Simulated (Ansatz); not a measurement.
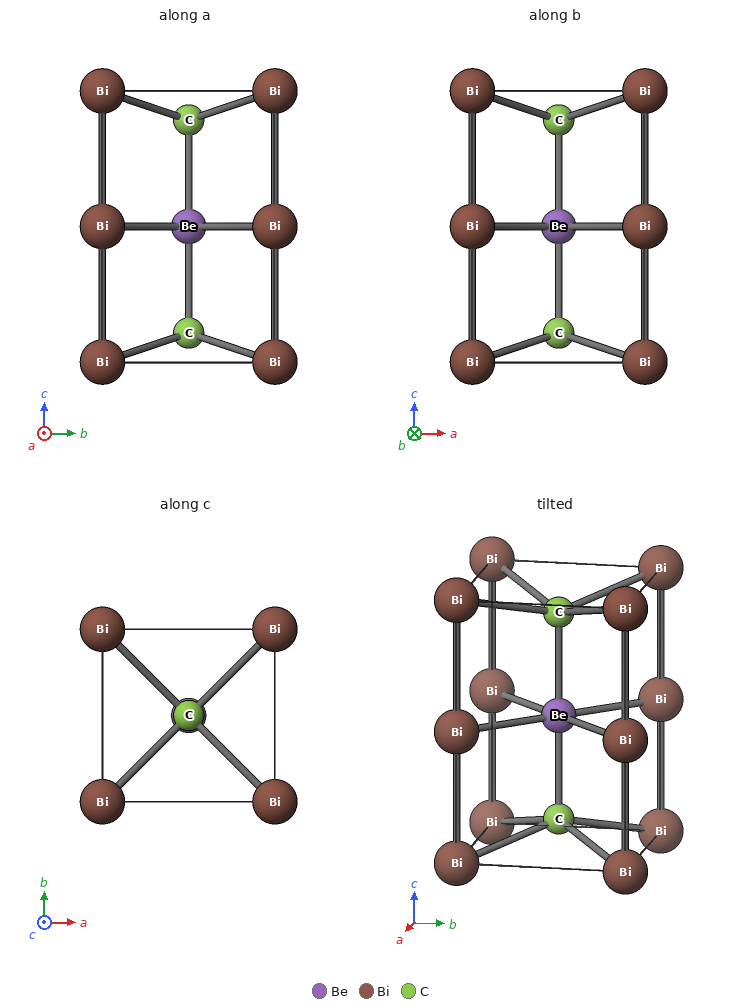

We look at a ball-and-stick model of the crystal along the a axis, along the b axis, along the c axis and slightly off an axis. The wireframe shows the conventional unit cell.

Lattice parameters: a = 3.900 Å, b = 3.900 Å, c = 6.130 Å, α = 90.00°, β = 90.00°, γ = 90.00°.

Question: Put the structure into a table of Wyckoff sites, with free fractional coordinates to two decimals.

Answer: Space group P4/mmm (No. 123).
```
atom  site     x     y     z
  Be    1d  0.50  0.50  0.50
  Bi    1b  0.00  0.00  0.50
  Bi    1a  0.00  0.00  0.00
   C    2h  0.50  0.50  0.89
```

The cell started as a random cell made by a generator, so it need not be a real form of the compound. What is shown is the relaxed result from DFT PBE, scalar-relativistic, plane waves, PAW (Ansatz).
